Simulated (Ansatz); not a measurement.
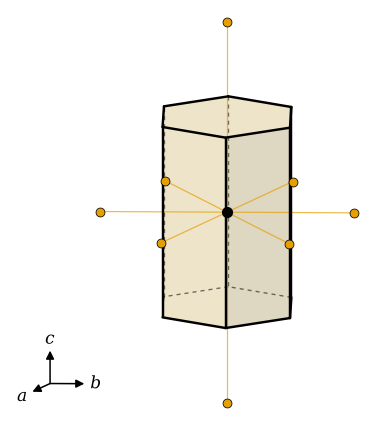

The Wigner–Seitz cell of the crystal's lattice, with lines to the lattice points that define its faces. Crystal: Lu, the input geometry of an electronic-structure calculation (not necessarily at equilibrium). Symmetry computed with spglib at a tolerance of 0.002 Å; standard conventional cell.

a = 3.503 Å, b = 3.503 Å, c = 5.452 Å, α = 90.00°, β = 90.00°, γ = 120.00°; space group P6₃/mmc, No. 194.

### What is the cell's combinatorial type?

A hexagonal prism: 8 faces (6 with 4 edges, 2 with 6 edges), 18 edges, 12 vertices. Its volume is that of the primitive cell, 57.9 Å³.

### Which lattice vectors do the faces bisect?

```json
{"example": "a + b", "length (Å)": "3.50", "faces": "6", "edges of each": "4", "area (Å²)": "11.0"}
{"example": "c", "length (Å)": "5.45", "faces": "2", "edges of each": "6", "area (Å²)": "10.6"}
```
